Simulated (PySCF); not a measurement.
# [AlH4]− (SMILES [AlH4-]): CCSDTQ/STO-3G

What is the energy change on altering one bond length of [AlH4]− at CCSDTQ/STO-3G? Input form: a Python script.

The results are computed with PySCF 2.14.0.

11 further runs of the same task are left out: 11 set aside as unsound or not needed.

## (1) The system as given

[AlH4]− has 5 atoms, charge -1, and is taken as a singlet. SMILES: `[AlH4-]`. The shape comes from GFN2-xTB, which is rough for such elements, and wasn't checked as a minimum.

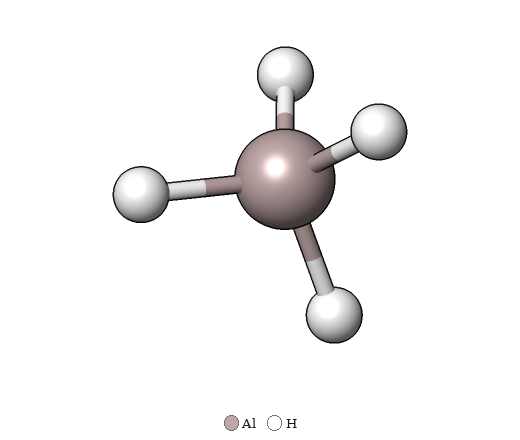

Viewed from a chosen angle; aluminium light grey, hydrogen white.

## (2) The energy at CCSDTQ/STO-3G

The input, geometry.xyz:

```xyz
5
AlH4
Al    -0.000020     0.000060    -0.001080
H      1.443510    -0.504270     0.556410
H     -1.182970    -0.604500     0.939130
H     -0.203840    -0.517130    -1.530710
H     -0.056670     1.625850     0.036250
```

The input, run.py:

```python
# [AlH4-]
from pyscf import gto, scf, cc

mol = gto.M(
    atom='geometry.xyz',
    max_memory=1860,
    spin=0,
    basis='sto-3g',
    verbose=3,
    charge=-1,
)

mf = scf.RHF(mol)
mf.conv_tol = 1e-10
mf.kernel()
if not mf.converged:
    mf = mf.newton().run(mf.mo_coeff, mf.mo_occ)

mycc = cc.CCSDTQ(mf, frozen=5)
mycc.kernel()
etot = mycc.e_tot
print('Final energy', etot)
```

Launch:

```sh
$ OMP_NUM_THREADS=1 python run.py
```

What it wrote:

```text
converged SCF energy = -241.147237562435
_make_eris_incore_RCCSDTQ

WARN: A large `blksize` is being used, which may cause large memory consumption
      for storing contraction intermediates. If memory is sufficient, consider using
      `pyscf.cc.rccsdtq_highm.RCCSDTQ` instead.

RCCSDTQ converged
E(RCCSDTQ) = -241.2074634436068   E_corr = -0.0602258811716166
E_corr(same-spin) = -0.000506594579830584
E_corr(oppo-spin) = -0.059719286591786
Final energy -241.20746344360677
```

Wall time 1.4 s (1 thread of Arm Neoverse V1, shared host); peak memory 0.11 GiB.

## (3) The distorted shape, same level

The input, run.py:

```python
from pyscf import gto, scf, cc

mol = gto.M(
    atom='''
Al    -4.910143     1.715571    -1.898319
H      2.727839    -0.952932     1.051463
H     -7.145595     0.573118    -0.121579
H     -5.295307     0.738223    -4.788900
H     -5.017196     4.787869    -1.827775
''',
    charge=-1,
    unit='bohr',
    spin=0,
    verbose=4,
    max_memory=1860,
    basis='sto-3g',
)

myscf = scf.RHF(mol)
myscf.conv_tol = 1e-10
myscf.kernel()
if not myscf.converged:
    myscf = myscf.newton().run(myscf.mo_coeff, myscf.mo_occ)

mycc = cc.CCSDTQ(myscf, frozen=5)
mycc.kernel()
e_tot = mycc.e_tot
print('E(%s) = %.9f' % ('CCSDTQ', e_tot))
```

Launch:

```sh
$ OMP_NUM_THREADS=1 python run.py
```

What it wrote:

```text
PySCF version 2.14.0

[INPUT] num. atoms = 5
[INPUT] num. electrons = 18
[INPUT] charge = -1
[INPUT] spin (= nelec alpha-beta = 2S) = 0
[INPUT] symmetry False subgroup None
[INPUT] Mole.unit = bohr
[INPUT] Symbol           X                Y                Z      unit          X                Y                Z       unit  Magmom
[INPUT]  1 Al    -2.598335777958   0.907841076915  -1.004547153856 AA   -4.910143000000   1.715571000000  -1.898319000000 Bohr   0.0
[INPUT]  2 H      1.443510233859  -0.504269897956   0.556410257726 AA    2.727839000000  -0.952932000000   1.051463000000 Bohr   0.0
[INPUT]  3 H     -3.781286032464   0.303280984768  -0.064336836126 AA   -7.145595000000   0.573118000000  -0.121579000000 Bohr   0.0
[INPUT]  4 H     -2.802155789225   0.390650788177  -2.534176745375 AA   -5.295307000000   0.738223000000  -4.788900000000 Bohr   0.0
[INPUT]  5 H     -2.654985785919   2.533631163670  -0.967216876689 AA   -5.017196000000   4.787869000000  -1.827775000000 Bohr   0.0

nuclear repulsion = 15.0863900460461
number of shells = 9
number of NR pGTOs = 39
number of NR cGTOs = 13
basis = sto-3g
ecp = {}

[... 37 lines left out ...]
converged SCF energy = -240.85029919262
[... 16 lines left out ...]
WARN: A large `blksize` is being used, which may cause large memory consumption
[... 10 lines left out ...]
Init t2, MP2 energy = -240.909824867037  E_corr(MP2) -0.059525674418
[... 24 lines left out ...]
RCCSDTQ converged
[... 3 lines left out ...]
E(CCSDTQ) = -240.902335375
```

Wall time 2.6 s (1 thread of Arm Neoverse V1, shared host); peak memory 0.11 GiB.

## (4) What came out

At CCSDTQ/STO-3G, 5 core orbitals frozen:

| quantity | value |
| --- | --- |
| first shape: total energy | -241.20746 Eh |
| first shape: HOMO energy (Hartree–Fock orbitals) | -1.39 eV |
| first shape: LUMO energy (Hartree–Fock orbitals) | 22.04 eV |
| first shape: HOMO–LUMO gap (to an unbound level, set by the basis) | 23.42 eV |
| first shape: correlation energy (5 core orbitals frozen) | -60.2 mEh |
| first shape: T1 diagnostic | 0.008 |
| distorted shape: total energy | -240.90234 Eh |
| distorted shape: HOMO energy (Hartree–Fock orbitals) | 6.28 eV |
| distorted shape: LUMO energy (Hartree–Fock orbitals) | 10.00 eV |
| distorted shape: HOMO–LUMO gap (to an unbound level, set by the basis) | 3.72 eV |
| distorted shape: correlation energy (5 core orbitals frozen) | -52.0 mEh |
| distorted shape: T1 diagnostic | 0.120 |
| energy change with the Al1–H2 bond stretched from 1.628 to 4.557 Å | 8.303 eV |

What this shows: With the Al1–H2 bond stretched from 1.628 to 4.557 Å the energy rises by 8.30 eV (191 kcal/mol). The first shape isn't relaxed at this level, so the change isn't measured from a minimum. The minimal basis adds a large error of its own. Mulliken charges (distorted shape) of the mean-field density run from -0.84 on H2 to +0.80 on Al1. The HOMO (distorted shape) lies at positive energy, 6.28 eV: the electron is unbound at this level or held by a compact basis; values depend on the basis.
